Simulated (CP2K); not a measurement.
# BAsH6 (SMILES [BH3-][AsH3+]): IPEA1-xTB

Aim: the energy change on altering one bond length of BAsH6 at IPEA1-xTB, from 2 runs. 

The calculation is run with CP2K 2026.2.

6 further runs of the same task are left out: 6 set aside as unsound or not needed.

## Step 1: Starting point

The species is BAsH6 (8 atoms), meant as a singlet with charge 0. As SMILES, `[BH3-][AsH3+]`. The shape comes from GFN2-xTB, which is rough for such elements, and wasn't checked as a minimum.

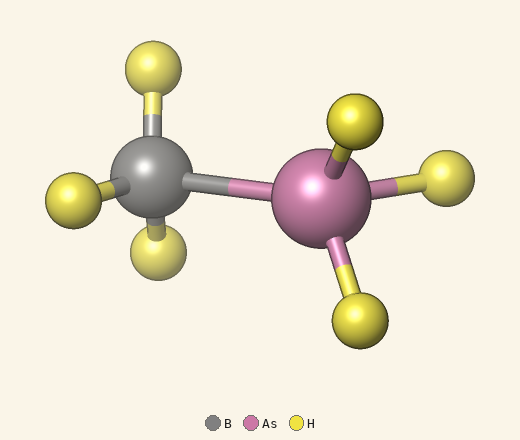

The structure, seen from a chosen angle (boron grey, arsenic pink, hydrogen yellow).

## Step 2: A single-point energy at IPEA1-xTB

Input file molecule.inp:

```
&FORCE_EVAL
  METHOD QUICKSTEP
  &DFT
    &QS
      METHOD XTB
      EPS_DEFAULT 1.0E-10
      &XTB
        GFN_TYPE TBLITE
        &TBLITE
          METHOD IPEA1
        &END TBLITE
        CHECK_ATOMIC_CHARGES F
      &END XTB
    &END QS
    &POISSON
      PERIODIC NONE
      POISSON_SOLVER ANALYTIC
    &END POISSON
    &SCF
      SCF_GUESS ATOMIC
      EPS_SCF 1.0E-07
      MAX_SCF 150
      ADDED_MOS 2
      &DIAGONALIZATION
        ALGORITHM STANDARD
      &END DIAGONALIZATION
      &MIXING
        METHOD DIRECT_P_MIXING
        ALPHA 0.4
      &END MIXING
      &SMEAR ON
        METHOD FERMI_DIRAC
        ELECTRONIC_TEMPERATURE [K] 300
      &END SMEAR
    &END SCF
    &PRINT
      &MOMENTS
        PERIODIC F
        REFERENCE COM
        MAX_MOMENT 1
      &END MOMENTS
      &MO ON
        ENERGIES T
        OCCUPATION_NUMBERS T
        NDIGITS 6
        &EACH
          QS_SCF 0
        &END EACH
        ADD_LAST NUMERIC
      &END MO
      &HIRSHFELD OFF
      &END HIRSHFELD
    &END PRINT
  &END DFT
  &SUBSYS
    &CELL
      ABC 11.7 10.8 11.8
      PERIODIC NONE
    &END CELL
    &COORD
      SCALED T
      B    0.43787778   0.52281528   0.40700636
      As   0.53174274   0.49334769   0.55245805
      H    0.34388205   0.49120417   0.43232500
      H    0.48307607   0.45857546   0.33845551
      H    0.44779231   0.63092176   0.39018008
      H    0.50490684   0.55572639   0.66154449
      H    0.54283761   0.36907824   0.60543517
      H    0.65611795   0.52000231   0.55989958
    &END COORD
  &END SUBSYS
&END FORCE_EVAL

&GLOBAL
  PROJECT_NAME molecule
  RUN_TYPE ENERGY
  PRINT_LEVEL MEDIUM
&END GLOBAL
```

Started as:

```console
OMP_NUM_THREADS=1 cp2k.psmp molecule.inp > molecule.out
```

The log of the run, shortened:

```text
CP2K| version string:                                       CP2K version 2026.2
[...]
 GLOBAL| Method name                                                        CP2K
[...]
 GLOBAL| Run type                                                         ENERGY
[...]
                             - Atoms:                                          8
[...]
                             - Spherical basis functions:                     26
[...]
 Number of electrons:                                                         14
[...]
  *** SCF run converged in    11 steps ***
[...]
  Fermi energy:                                                -0.27102929432705
[...]
 TB_DIPOLE| Moment [Debye]          2.09218446      -0.60797192       3.27082893
 TB_DIPOLE| Derivative [a.u.]       0.00000000       0.00000000       0.00000000
[...]
 ENERGY| Total FORCE_EVAL ( QS ) energy [hartree]             -7.843621976493695
[...]
```

Wall time 0.89 s (1 thread of Intel Xeon 6975P-C (Granite Rapids), shared host); peak memory 0.19 GiB.

## Step 3: The distorted shape

Input file gas.inp:

```
&GLOBAL
  PROJECT_NAME gas
  RUN_TYPE ENERGY
  PRINT_LEVEL MEDIUM
&END GLOBAL

&FORCE_EVAL
  METHOD QS
  &DFT
    CHARGE 0
    MULTIPLICITY 1
    ! Quickstep
    &QS
      METHOD XTB
      EPS_DEFAULT 1.0E-10
      &XTB
        GFN_TYPE TBLITE
        &TBLITE
          METHOD IPEA1
        &END TBLITE
        CHECK_ATOMIC_CHARGES F
      &END XTB
    &END QS
    &POISSON
      PERIODIC NONE
      POISSON_SOLVER ANALYTIC
    &END POISSON
    &SCF
      SCF_GUESS ATOMIC
      EPS_SCF 1.0E-07
      MAX_SCF 150
      ADDED_MOS 2
      &DIAGONALIZATION
        ALGORITHM STANDARD
      &END DIAGONALIZATION
      &MIXING
        METHOD DIRECT_P_MIXING
        ALPHA 0.4
      &END MIXING
      &SMEAR ON
        METHOD FERMI_DIRAC
        ELECTRONIC_TEMPERATURE [K] 300
      &END SMEAR
    &END SCF
    &PRINT
      &MOMENTS
        PERIODIC F
        REFERENCE COM
        MAX_MOMENT 1
      &END MOMENTS
      &MO ON
        ENERGIES T
        OCCUPATION_NUMBERS T
        NDIGITS 6
        &EACH
          QS_SCF 0
        &END EACH
        ADD_LAST NUMERIC
      &END MO
      &HIRSHFELD OFF
      &END HIRSHFELD
    &END PRINT
  &END DFT
  &SUBSYS
    ! vacuum box
    &CELL
      ABC [angstrom] 11.7 11.2 11.8
      PERIODIC NONE
    &END CELL
    &COORD
      SCALED T
      B    0.43787778   0.50375625   0.40700636
      As   0.53174274   0.47534107   0.55245805
      H    0.34388205   0.47327411   0.43232500
      H    0.48307607   0.44181071   0.33845551
      H    0.45126265   0.64449018   0.38429051
      H    0.50490684   0.53549196   0.66154449
      H    0.54283761   0.35550982   0.60543517
      H    0.65611795   0.50104375   0.55989958
    &END COORD
  &END SUBSYS
&END FORCE_EVAL
```

Started as:

```console
OMP_NUM_THREADS=1 cp2k.psmp gas.inp > gas.out
```

The log of the run, shortened:

```text
CP2K| version string:                                       CP2K version 2026.2
[...]
 GLOBAL| Method name                                                        CP2K
[...]
 GLOBAL| Run type                                                         ENERGY
[...]
                             - Atoms:                                          8
[...]
                             - Spherical basis functions:                     26
[...]
 Number of electrons:                                                         14
[...]
  *** SCF run converged in    12 steps ***
[...]
  Fermi energy:                                                -0.27718057548940
[...]
 TB_DIPOLE| Moment [Debye]          1.97304385      -0.76070977       3.14355812
 TB_DIPOLE| Derivative [a.u.]       0.00000000       0.00000000       0.00000000
[...]
 ENERGY| Total FORCE_EVAL ( QS ) energy [hartree]             -7.791060730780710
[...]
```

Run time: 0.84 s. Hardware: 1 thread of Intel Xeon 6975P-C (Granite Rapids), shared host; peak memory 0.19 GiB.

## Step 4: Outcome

At IPEA1-xTB:

| quantity | value |
| --- | --- |
| first shape: total energy | -7.84362 Eh |
| first shape: dipole moment (from atomic charges alone) | 3.93 D |
| first shape: HOMO energy | -13.51 eV |
| first shape: LUMO energy | -6.46 eV |
| first shape: HOMO–LUMO gap | 7.05 eV |
| distorted shape: total energy | -7.79106 Eh |
| distorted shape: dipole moment (from atomic charges alone) | 3.79 D |
| distorted shape: HOMO energy | -12.98 eV |
| distorted shape: LUMO energy | -6.63 eV |
| distorted shape: HOMO–LUMO gap | 6.35 eV |
| energy change with the B1–H5 bond stretched from 1.190 to 1.607 Å | 1.430 eV |

**Reading.** With the B1–H5 bond stretched from 1.190 to 1.607 Å the energy rises by 1.43 eV (33 kcal/mol). The first shape isn't relaxed at this level, so the change isn't measured from a minimum. The dipole (first shape) comes from point charges on the atoms alone, without atomic dipoles, so it is partial. The dipole (distorted shape) comes from point charges on the atoms alone, without atomic dipoles, so it is partial.
